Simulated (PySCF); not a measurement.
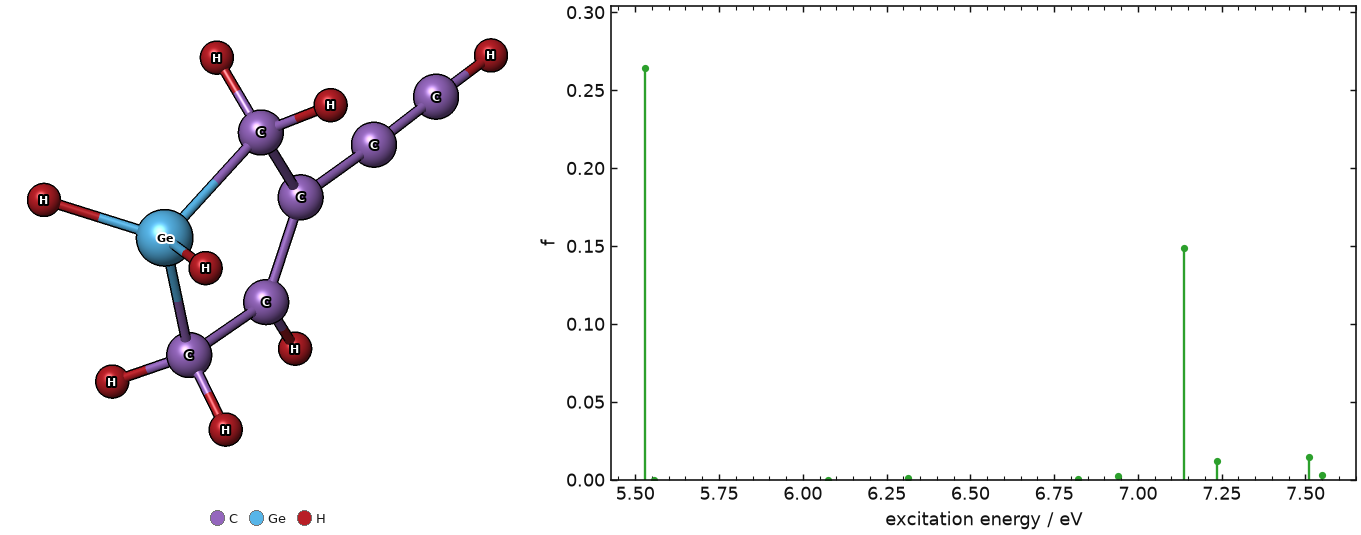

Computed absorption of C₆H₈Ge, SMILES C#CC1=C[CH2][GeH2][CH2]1, singlet. Vertical TDDFT excitations, CAM-B3LYP/def2-SVPD with PySCF, at a PBE0-D3(BJ)/def2-SVP geometry (no frequency check), gas phase. Only the first 10 singlet excitations are included.

> Where is the lowest singlet, and is it bright?

S1 lies at 5.53 eV (224 nm) with f = 0.264, mainly HOMO → LUMO (85 %) (S2 lies within 0.06 eV, too close to order); it is bright.

> Does any vertical transition fall in the visible?

No singlet lies below 3.1 eV (beyond 400 nm), so at this level no vertical transition falls in the visible.

Known limits of this run: core orbitals are frozen in the response.
